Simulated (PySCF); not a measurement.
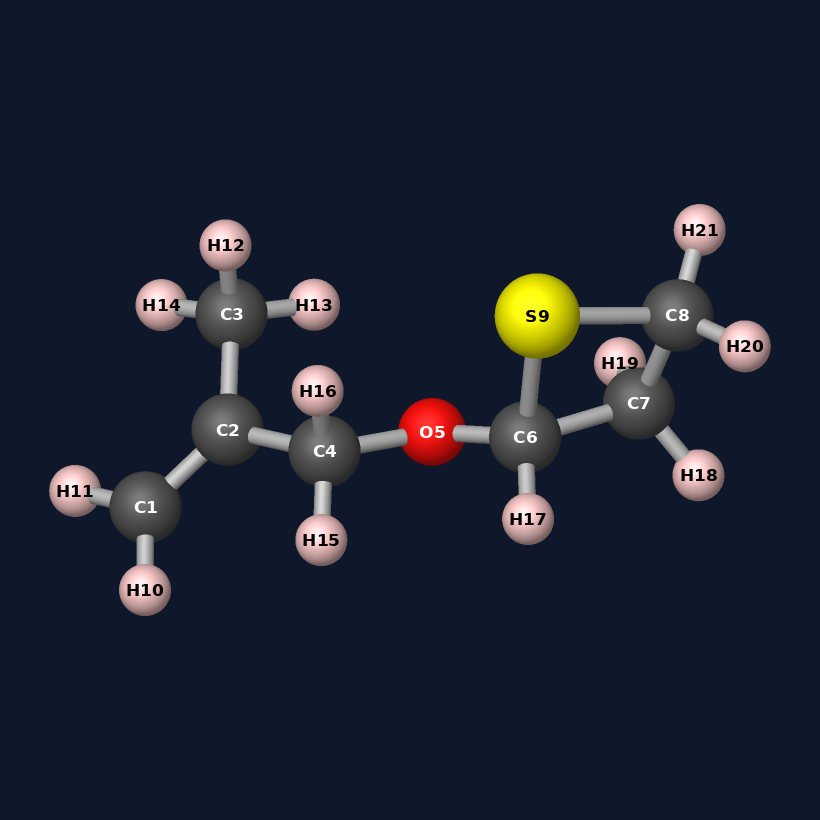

Every bond is drawn as one stick. The geometry was computed by an optimisation with GFN2-xTB. No frequency run is at hand to confirm it as a minimum. Method: PBE0/pcSseg-1 (PySCF 2.14.0).

Question: Which bond between heavy atoms has the highest Mayer bond order?

Answer: C1–C2, 1.99, at a length of 1.323 Å.

List the Mayer bond orders of C1–C2, C2–C3, C2–C4, C4–O5, O5–C6, C6–C7, C6–S9, C7–C8, C8–S9 (bonds between heavy atoms, one of each equivalent set).

```csv
bond,Mayer order,length (Å)
C1–C2,1.99,1.323
C2–C3,1.05,1.495
C2–C4,1.04,1.504
C4–O5,0.89,1.419
O5–C6,0.95,1.367
C6–C7,0.98,1.528
C6–S9,1.02,1.871
C7–C8,1.01,1.527
C8–S9,1.02,1.831
```
